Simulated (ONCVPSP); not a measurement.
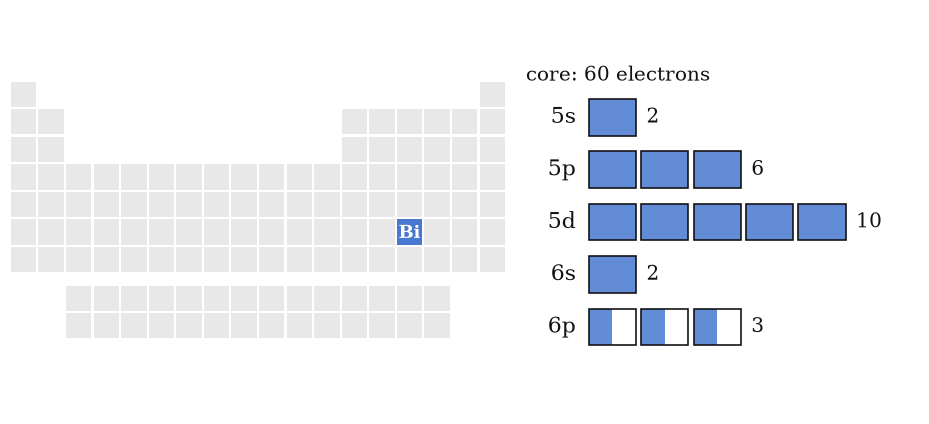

Figure 1. Left, the place of bismuth in the periodic table; right, the valence shells of the reference configuration: a box for each of the 2l + 1 orbitals, shaded by the share of the shell that is filled, with the electron count at the right.

**Pseudopotential generation, with input and output: Bi**

System: bismuth (Bi, Z = 83), core [Kr] 4d10 4f14, reference valence 5s2 5p6 5d10 6s2 6p3, valence charge 23.
Method: ONCV potential, PBE, scalar-relativistic, made with ONCVPSP 4.0.1.

## Input file
```
# ATOM AND REFERENCE CONFIGURATION
# atsym  z   nc   nv     iexc    psfile
  Bi 83.00   10    5        4      upf
#
#   n    l    f
    1    0    2.00
    2    0    2.00
    2    1    6.00
    3    0    2.00
    3    1    6.00
    3    2   10.00
    4    0    2.00
    4    1    6.00
    4    2   10.00
    4    3   14.00
    5    0    2.00
    5    1    6.00
    5    2   10.00
    6    0    2.00
    6    1    3.00
#
# PSEUDOPOTENTIAL AND OPTIMIZATION
# lmax
    3
#
#   l,   rc,      ep,       ncon, nbas, qcut
    0    1.40    0.00    4    7    9.40
    1    1.50    0.00    4    8   11.30
    2    1.70    0.00    4    8    7.50
    3    1.35    0.10    4    7    8.00
#
# LOCAL POTENTIAL
# lloc, lpopt,  rc(5),   dvloc0
    4    5    1.05    3.00
#
# VANDERBILT-KLEINMAN-BYLANDER PROJECTORs
# l, nproj, debl
    0    2    1.90
    1    2    0.40
    2    2    1.50
    3    1    1.80
#
# MODEL CORE CHARGE
# icmod, fcfact, rcfact
    3    4.00    1.65
#
# LOG DERIVATIVE ANALYSIS
# epsh1, epsh2, depsh
   -7.00    5.00    0.04
#
# OUTPUT GRID
# rlmax, drl
    6.00    0.01
#
# TEST CONFIGURATIONS
# ncnf
    4
# nvcnf
#   n    l    f
    5
    5    0    2.00
    5    1    6.00
    5    2   10.00
    6    0    2.00
    6    1    2.00
#
    5
    5    0    2.00
    5    1    6.00
    5    2   10.00
    6    0    2.00
    6    1    1.00
#
    5
    5    0    2.00
    5    1    6.00
    5    2   10.00
    6    0    2.00
    6    1    0.00
#
    5
    5    0    2.00
    5    1    6.00
    5    2   10.00
    6    0    1.00
    6    1    0.00
#
```

Hardware: 1 CPU thread, shared host.

Launched with:
```bash
oncvpsp.x < Bi.dat > Bi.out
```

## Log (extracts)
```
ONCVPSP  (Optimized Norm-Conservinng Vanderbilt PSeudopotential)
scalar-relativistic version 4.0.1

#   n    l    f        energy (Ha)
    1    0    2.00    -3.3327542E+03
    2    0    2.00    -5.9879428E+02
    2    1    6.00    -5.1208138E+02
    3    0    2.00    -1.4454215E+02
    3    1    6.00    -1.1977608E+02
    3    2   10.00    -9.4941820E+01
    4    0    2.00    -3.3177485E+01
    4    1    6.00    -2.5065335E+01
    4    2   10.00    -1.5804416E+01
    4    3   14.00    -5.6076719E+00
    5    0    2.00    -5.7986858E+00
    5    1    6.00    -3.5227282E+00
    5    2   10.00    -9.9525491E-01
    6    0    2.00    -5.3201880E-01
    6    1    3.00    -1.6798113E-01

Reference configufation results
  iterations    22
  all-electron total energy (Ha)   -2.15307709D+04

Begin loop to  construct optimized pseudo wave functions
and semi-local pseudopoentials for all angular momenta

Calculating optimized projector #   1

 for l=   0

    Fraction of norm inside rc  0.970642
    Optimizing pswf for qcut=   9.40 a_B^-1,  ecut=  44.17 Ha
    Residual kinetic energy error=  2.17D-06 Ha

    Energy error per electron        Cutoff
         Ha          eV             Ha
         0.01000     0.27211       25.67
         0.00100     0.02721       32.39
         0.00010     0.00272       37.25
         0.00001     0.00027       41.23

Calculating optimized projector #   2

 for l=   0

    Fraction of norm inside rc  0.116559
    Optimizing pswf for qcut=   9.40 a_B^-1,  ecut=  44.17 Ha
    Residual kinetic energy error=  8.75D-06 Ha

    Energy error per electron        Cutoff
         Ha          eV             Ha
         0.01000     0.27211       24.73
         0.00100     0.02721       32.87
         0.00010     0.00272       38.68
         0.00001     0.00027       44.07

Calculating optimized projector #   1

 for l=   1

    Fraction of norm inside rc  0.946643
    Optimizing pswf for qcut=  11.30 a_B^-1,  ecut=  63.88 Ha
    Residual kinetic energy error=  3.47D-08 Ha

    Energy error per electron        Cutoff
         Ha          eV             Ha
         0.01000     0.27211       22.41
         0.00100     0.02721       35.71
         0.00010     0.00272       43.60
         0.00001     0.00027       49.97

Calculating optimized projector #   2

 for l=   1

    Fraction of norm inside rc  0.048758
    Optimizing pswf for qcut=  11.30 a_B^-1,  ecut=  63.88 Ha
    Residual kinetic energy error=  1.19D-08 Ha

    Energy error per electron        Cutoff
         Ha          eV             Ha
         0.01000     0.27211       12.13
         0.00100     0.02721       30.50
         0.00010     0.00272       41.27
         0.00001     0.00027       49.00

   Wellstate for l =  2  n =  6
     eigenvalue =   0.5047
     asymptotic potential =   1.0047
     half-point radius =  3.8257

Calculating optimized projector #   1

 for l=   2

    Fraction of norm inside rc  0.850019
    Optimizing pswf for qcut=   7.49 a_B^-1,  ecut=  28.05 Ha
    Residual kinetic energy error=  7.83D-05 Ha

    Energy error per electron        Cutoff
         Ha          eV             Ha
         0.01000     0.27211       19.75
         0.00100     0.02721       23.98
         0.00010     0.00272       27.65
         0.00001     0.00027       72.87

Calculating optimized projector #   2

 for l=   2

    Fraction of norm inside rc  0.078978
    Optimizing pswf for qcut=   7.49 a_B^-1,  ecut=  28.05 Ha
    Residual kinetic energy error=  3.07D-05 Ha

    Energy error per electron        Cutoff
         Ha          eV             Ha
         0.01000     0.27211       17.21
         0.00100     0.02721       22.21
         0.00010     0.00272       26.17
         0.00001     0.00027       32.90

   Wellstate for l =  3  n =  5
     eigenvalue =   0.1000
     asymptotic potential =   0.6000
     half-point radius = 25.5233

Calculating optimized projector #   1

 for l=   3

    Fraction of norm inside rc  0.000044
    Optimizing pswf for qcut=   8.01 a_B^-1,  ecut=  32.08 Ha
    Residual kinetic energy error=  2.90D-07 Ha

    Energy error per electron        Cutoff
         Ha          eV             Ha
         0.01000     0.27211        0.25
         0.00100     0.02721        0.77
         0.00010     0.00272        5.63
         0.00001     0.00027       15.79

Construct Vanderbilt / Kleinmman-Bylander projectors

B matrix Hermiticity error, ll=   0
   1   2    1.4354E-03

  Orthonormal projector coefficients  1.7527E+01  2.3437E+00

B matrix Hermiticity error, ll=   1
   1   2    5.4301E-04

  Orthonormal projector coefficients  1.1725E+01  1.7506E+00

B matrix Hermiticity error, ll=   2
   1   2    2.2586E-04

  Orthonormal projector coefficients  8.9369E+00  1.8994E+00

Model core correction analysis
  based on d2Exc/dn_idn_j

d2excae - all-electron derivatives

   -3.180196D-02   -2.741895D-02   -1.682011D-02   -2.395930D-03
   -1.272939D-03
   -2.741900D-02   -2.675467D-02   -1.976401D-02   -3.158297D-03
   -1.273500D-03
   -1.682018D-02   -1.976404D-02   -2.035806D-02   -8.588053D-03
   -3.337406D-03
   -2.395893D-03   -3.158166D-03   -8.587696D-03   -2.269409D-02
   -1.676954D-02
   -1.272949D-03   -1.273472D-03   -3.337162D-03   -1.676871D-02
   -2.103657D-02

d2excps - pseudofunction derivatives with no core correction

   -4.958467D-02   -3.639965D-02   -1.980339D-02   -4.680670D-03
   -1.992661D-03
   -3.640111D-02   -3.240468D-02   -2.198108D-02   -4.335830D-03
   -1.746854D-03
   -1.980380D-02   -2.198120D-02   -2.166451D-02   -8.954973D-03
   -3.507807D-03
   -4.681129D-03   -4.335744D-03   -8.954614D-03   -2.297506D-02
   -1.685850D-02
   -1.992826D-03   -1.746849D-03   -3.507562D-03   -1.685768D-02
   -2.107225D-02

rms 2nd derivative error    4.707193E-03

rmatch, rhocmatch    0.7014   31.5713

Teter function model core charge with specified parameters

d2excps - pseudofunction derivatives with core correction

   -2.530149D-02   -2.176416D-02   -1.373484D-02   -2.369998D-03
   -1.072107D-03
   -2.176417D-02   -2.134660D-02   -1.654155D-02   -3.208300D-03
   -1.145382D-03
   -1.373483D-02   -1.654152D-02   -1.831058D-02   -8.570603D-03
   -3.281594D-03
   -2.369960D-03   -3.208191D-03   -8.570273D-03   -2.255079D-02
   -1.672780D-02
   -1.072104D-03   -1.145349D-03   -3.281349D-03   -1.672697D-02
   -2.101266D-02

rms 2nd derivative error    2.680356E-03

Pseudoatom total energy -217.312224

Diagnostic tests using Vanderbilt-Kleinman-Bylander pseudopotentials
  1 or more projectors used as specified by nproj input data

   l    rcore       rmatch      e in        delta e   norm test  slope test

   0   1.4038480   1.4464718  -5.7986858   0.0000131   1.0003649   1.0003368
   0   1.4038480   1.4464718  -0.5320188   0.0000135   1.0000777   1.0000583

   1   1.5083282   1.5541243  -3.5227282   0.0000055   1.0002810   1.0002793
   1   1.5083282   1.5541243  -0.1679811   0.0000103   1.0000750   1.0000591

   2   1.7000256   1.7516421  -0.9952549   0.0000110   1.0001592   1.0001855
   2   1.7000256   1.7516421   0.5047451   0.0000483   1.0003884   1.0003884

   3   1.3543540   1.3954751   0.1000000   0.0000634   1.0000068   1.0000068

 Testing for bound ghosts
   n   l    E NL Schr. Eq   E Basis Diag.   E Cutoff

   1   0       -5.798673       -5.798669     97.05
   2   0       -0.532005       -0.503088     97.05

   2   1       -3.522723       -3.522722    134.03
   3   1       -0.167971       -0.085700    134.03

   3   2       -0.995244       -0.995192    119.60

 Testing for highly-localized positive-energy ghosts
       l    <radius>/rc     E Basis Diag.   E Cutoff

Test configuration 0

   n   l     f        eae           eps        diff
   1   0  2.0000-3332.75421798
   2   0  2.0000 -598.79428078
   2   1  6.0000 -512.08138403
   3   0  2.0000 -144.54214705
   3   1  6.0000 -119.77607724
   3   2 10.0000  -94.94182022
   4   0  2.0000  -33.17748489
   4   1  6.0000  -25.06533529
   4   2 10.0000  -15.80441584
   4   3 14.0000   -5.60767186
   5   0  2.0000   -5.79868576   -5.79867263    1.31D-05
   5   1  6.0000   -3.52272823   -3.52272272    5.51D-06
   5   2 10.0000   -0.99525491   -0.99524387    1.10D-05
   6   0  2.0000   -0.53201880   -0.53200535    1.35D-05
   6   1  3.0000   -0.16798113   -0.16797087    1.03D-05

    Total energies and differences
      AE_ref= -2.15307709D+04  AE_tst= -2.15307709D+04  dif=  0.00D+00
      PS_ref= -2.17312224D+02  PS_tst= -2.17312224D+02  dif= -3.41D-13
      PSP excitation error=  3.41D-13

Test configuration 1

   n   l     f        eae           eps        diff
   1   0  2.0000-3333.05543613
   2   0  2.0000 -599.09456519
   2   1  6.0000 -512.38174460
   3   0  2.0000 -144.84215052
   3   1  6.0000 -120.07608831
   3   2 10.0000  -95.24180094
   4   0  2.0000  -33.47732570
   4   1  6.0000  -25.36515734
   4   2 10.0000  -16.10420016
   4   3 14.0000   -5.90741012
   5   0  2.0000   -6.09791913   -6.09815880   -2.40D-04
   5   1  6.0000   -3.82194559   -3.82204945   -1.04D-04
   5   2 10.0000   -1.29325378   -1.29320961    4.42D-05
   6   0  2.0000   -0.81253368   -0.81253548   -1.81D-06
   6   1  2.0000   -0.42038539   -0.42038115    4.24D-06

    Total energies and differences
      AE_ref= -2.15307709D+04  AE_tst= -2.15304800D+04  dif=  2.91D-01
      PS_ref= -2.17312224D+02  PS_tst= -2.17021296D+02  dif=  2.91D-01
      PSP excitation error= -1.25D-04

Test configuration 2

   n   l     f        eae           eps        diff
   1   0  2.0000-3333.40610918
   2   0  2.0000 -599.44336830
   2   1  6.0000 -512.73069052
   3   0  2.0000 -145.19035973
   3   1  6.0000 -120.42431021
   3   2 10.0000  -95.58997175
   4   0  2.0000  -33.82515042
   4   1  6.0000  -25.71293290
   4   2 10.0000  -16.45189017
   4   3 14.0000   -6.25499593
   5   0  2.0000   -6.44427639   -6.44509584   -8.19D-04
   5   1  6.0000   -4.16807317   -4.16843048   -3.57D-04
   5   2 10.0000   -1.63658387   -1.63649441    8.95D-05
   6   0  2.0000   -1.12842244   -1.12849698   -7.45D-05
   6   1  1.0000   -0.70538934   -0.70542695   -3.76D-05

    Total energies and differences
      AE_ref= -2.15307709D+04  AE_tst= -2.15299197D+04  dif=  8.51D-01
      PS_ref= -2.17312224D+02  PS_tst= -2.16460684D+02  dif=  8.52D-01
      PSP excitation error= -4.07D-04

Test configuration 3

   n   l     f        eae           eps        diff
   1   0  2.0000-3333.79630808
   2   0  2.0000 -599.83066026
   2   1  6.0000 -513.11819751
   3   0  2.0000 -145.57669255
   3   1  6.0000 -120.81066066
   3   2 10.0000  -95.97625210
   4   0  2.0000  -34.21082918
   4   1  6.0000  -26.09852509
   4   2 10.0000  -16.83734096
   4   3 14.0000   -6.64027407
   5   0  2.0000   -6.82744064   -6.82923993   -1.80D-03
   5   1  6.0000   -4.55066436   -4.55146488   -8.01D-04
   5   2 10.0000   -2.01443891   -2.01431882    1.20D-04
   6   0  2.0000   -1.46991859   -1.47016941   -2.51D-04

    Total energies and differences
      AE_ref= -2.15307709D+04  AE_tst= -2.15290619D+04  dif=  1.71D+00
      PS_ref= -2.17312224D+02  PS_tst= -2.15602337D+02  dif=  1.71D+00
      PSP excitation error= -9.16D-04

Test configuration 4

   n   l     f        eae           eps        diff
   1   0  2.0000-3334.28629179
   2   0  2.0000 -600.31550756
   2   1  6.0000 -513.60317577
   3   0  2.0000 -146.06076393
   3   1  6.0000 -121.29472964
   3   2 10.0000  -96.46016044
   4   0  2.0000  -34.69406845
   4   1  6.0000  -26.58155109
   4   2 10.0000  -17.32005155
   4   3 14.0000   -7.12268780
   5   0  2.0000   -7.30587091   -7.31034423   -4.47D-03
   5   1  6.0000   -5.02713593   -5.02892937   -1.79D-03
   5   2 10.0000   -2.47903391   -2.47890359    1.30D-04
   6   0  1.0000   -1.87142467   -1.87244847   -1.02D-03

    Total energies and differences
      AE_ref= -2.15307709D+04  AE_tst= -2.15273932D+04  dif=  3.38D+00
      PS_ref= -2.17312224D+02  PS_tst= -2.13932452D+02  dif=  3.38D+00
      PSP excitation error= -2.16D-03
```

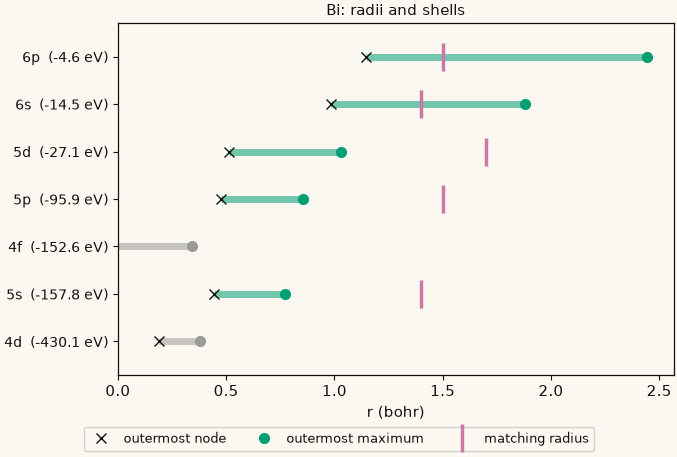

Figure 2. Outer shells of the all-electron reference atom: each bar runs from the outermost node (or the nucleus) to the outermost maximum of u(r); the tick is the radius chosen for the pseudo-wave. Shells without a tick have no pseudo-wave of their own. Levels, nodes and maxima are from ld1.x, scalar-relativistic.

- Radii against the shells: 5s: 1.40 bohr, outside the maximum; 5p: 1.50 bohr, outside the maximum; 5d: 1.70 bohr, outside the maximum; 6s: 1.40 bohr, between node and maximum; 6p: 1.50 bohr, between node and maximum.

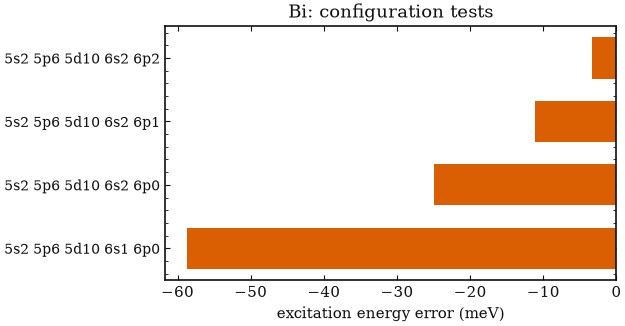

Figure 3. Errors, all-electron minus pseudo, of the energies of valence configurations relative to the unpolarised reference 5s2 5p6 5d10 6s2 6p3.

- Worst configuration: 5s2 5p6 5d10 6s1 6p0 (charge +4): the error is -59 meV on an all-electron energy of +91.91 eV relative to the reference, or 0.064 %.
- Configurations within 10 meV and within 50 meV: 1 and 3 of 4.
- Errors in meV: 5s2 5p6 5d10 6s2 6p2: -3.4; 5s2 5p6 5d10 6s2 6p1: -11; 5s2 5p6 5d10 6s2 6p0: -25; 5s2 5p6 5d10 6s1 6p0: -59.

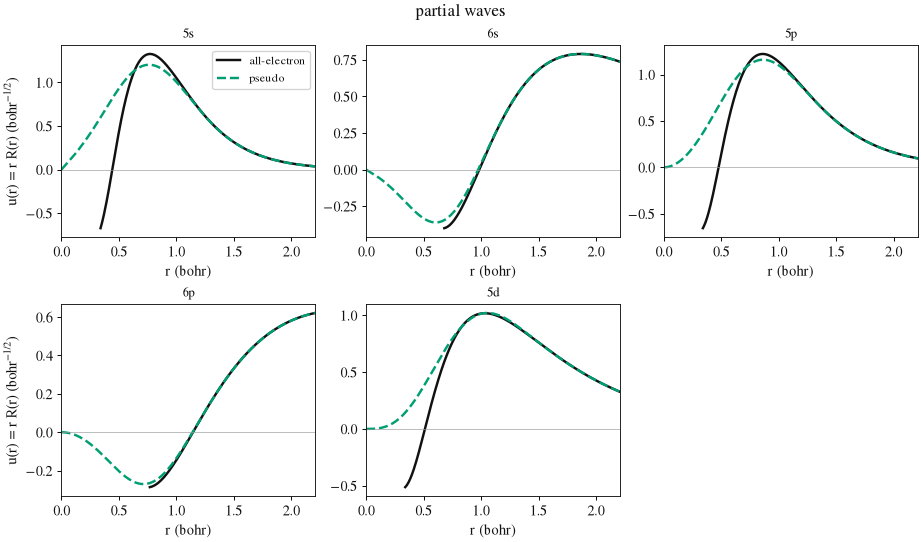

Figure 4. All-electron valence functions (solid) with their pseudo partners (dashed). The innermost oscillations of some all-electron curves aren't drawn. Reference configuration 5s2 5p6 5d10 6s2 6p3.

- Matching radii: 5s at 1.40 bohr; 6s at 1.40 bohr; 5p at 1.50 bohr; 6p at 1.50 bohr; 5d at 1.70 bohr. The curves merge smoothly, so the plot gives these only roughly.
- Nodes of the pseudo-waves: 5s has no node; 6s has a node at about 1.0 bohr; 5p has no node; 6p has a node at about 1.1 bohr; 5d has no node. A node in 6s and 6p is expected, since a lower shell of the same l is also in the valence and the two must stay orthogonal.

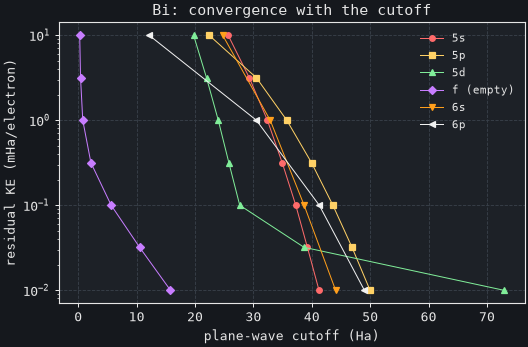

Figure 5. Residual kinetic energy of the pseudo-waves (the first of each channel, and further valence shells) beyond the plane-wave cutoff, as the generator prints it.

- Cutoffs for 1 mHa per electron: 5p: 36 Ha; 6s: 33 Ha; 5s: 32 Ha; 6p: 30 Ha; 5d: 24 Ha; f (empty): 0.8 Ha.
- Cutoffs for the occupied states: 36 Ha for 1 mHa and 44 Ha for 0.1 mHa per electron. The first is set by 5p.

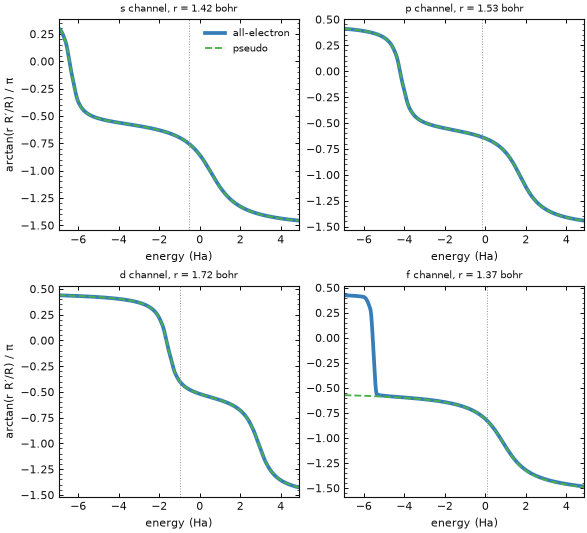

Figure 6. Unwrapped phase arctan(r R′/R) in units of π against energy, all-electron (solid) and pseudo (dashed); the pseudo phase is matched to the all-electron one at the reference energy. Here R(r) is the radial function. A near-vertical step is a level narrower than the spacing of the points behind the curves. The dotted line marks the reference energy of the channel.

- Range over which the phases agree within 0.05 rad: s: over the whole range drawn; p: over the whole range drawn; d: over the whole range drawn; f: from about -5.3 Ha upwards.
- Ghost states: Going away from the reference energies, the phases part by more than π/2 in: f at about -5.6 Ha (below its reference energy, pseudo phase lower, at the 4f core level, which only the all-electron atom has). Such a step is either a state that only one of the two atoms has or an ordinary level shifted in energy. The separate test gives: no bound ghost flagged; no localised positive-energy state flagged.

## Summary

- outcome: generated
- cutoffs needed: 36 Ha and 44 Ha (the cutoffs at which the residual kinetic energy of the hardest occupied pseudo-wave falls to 1 and 0.1 mHa per electron)
- ghost test: no bound ghost flagged; no localised positive-energy state flagged
- largest excitation error: -59 meV (all-electron minus pseudo) for 5s2 5p6 5d10 6s1 6p0, out of 4 test configurations
- rms error of d²Exc/dni dnj: 4.71 mHa without and 2.68 mHa with the model core
- range over which the phases arctan(r R′/R) at the test radius agree within 0.05 rad (a looser test near the poles than one of phase shifts): s: over the whole range computed; p: over the whole range computed; d: over the whole range computed; f: from about -5.3 Ha upwards
- wall time: 5.4 s
